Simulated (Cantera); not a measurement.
A closed system holds: 1 mol Si2H6, 0.17 mol Cl2, 7 mol N2, held at 3.45 Torr.

These are equilibrium values from Cantera (NASA tables, ideal gas, pure condensed phases), not measurements of a reactor. Candidate condensed phases: NH4Cl, Si, Si3N4; 28 gas species. The feed counts by its element totals alone. N2 is the only nitrogen source here; it is nearly inert below about 1500 K, so the nitride shown seldom forms there in practice. The tables' values for SiCl, SiCl3 are old estimates; treat these amounts as uncertain. Rates play no part.

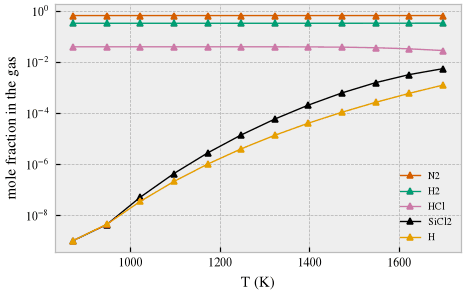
*Equilibrium gas composition (values under 1e-9 drawn at 1e-9)*

### Question
Read off the mole fractions at 1023 K.

### Answer
N2 about 0.64, H2 about 0.32, HCl about 0.038, SiCl2 about 5.0e-8, H about 3.5e-8.
